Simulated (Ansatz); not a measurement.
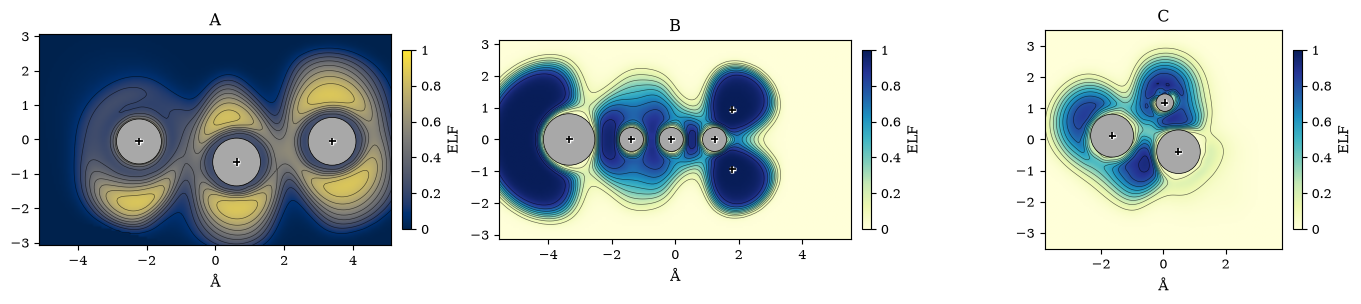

The electron localisation function of 3 systems, each on a plane through atoms (crosses mark nuclei in the plane; grey discs cover the cores).

Level of theory: isolated molecule in a Gaussian basis; Kohn-Sham density functional theory, functional PBE0 (Ansatz).

System 1: FHO2SeSi, the plane of atoms O3, Si5 and Se4. Geometry: PBE0-D3(BJ)/def2-SVP.

```xyz
6

F    -1.4511    0.6777    0.4855
O    -1.5390    0.3513    3.0683
O    -1.4092   -1.9349    1.4296
Se    0.5781   -1.7524    1.4659
Si   -1.0942   -0.3488    1.6693
H    -1.8515    1.2612    3.0345
```

System 2: C3H2Al (SMILES [CH2]C#[C][Al]) (doublet), the molecular plane. Geometry: PBE0-D3(BJ)/def2-SVP.

```xyz
6

C    -1.2831   -1.2494   -0.6337
C    -1.2737    0.0975   -0.8175
C    -1.2651    1.3416   -0.9872
Al   -1.2515    3.2861   -1.2526
H    -0.3809   -1.7799   -0.3152
H    -2.1929   -1.8335   -0.8000
```

System 3: I4Sn, the plane of atoms I4, I1 and Sn5. Geometry: r2SCAN-D4/def2-SVP; core potentials replace the inner electrons of I and Sn.

```yaml
atoms:
  - { symbol: I, position_ang: [0.8034, -1.5775, -0.6689] }
  - { symbol: I, position_ang: [-0.6401, 0.6102, 3.3074] }
  - { symbol: I, position_ang: [0.0292, 3.0952, -0.1597] }
  - { symbol: I, position_ang: [-0.3829, -3.5617, -2.3189] }
  - { symbol: Sn, position_ang: [0.8470, 0.7769, 1.0253] }
```

> Match each panel to its system.

Panel A is system 3, I4Sn: the plane holds I and Sn. I–I (2.84 Å): the ELF peaks at about 0.60 in the valence shell of I, 1.3 Å from its nucleus, and is about 0.55 at the midpoint. Panel B is system 2, C3H2Al: the plane holds C, Al and H. C–C (1.26 Å): the ELF peaks at about 0.90 between the atoms: a short, multiple covalent bond. Panel C is system 1, FHO2SeSi: the plane holds O, Se and Si. Si–O (1.63 Å): the ELF peaks at about 0.90 between the atoms; a polar covalent bond.
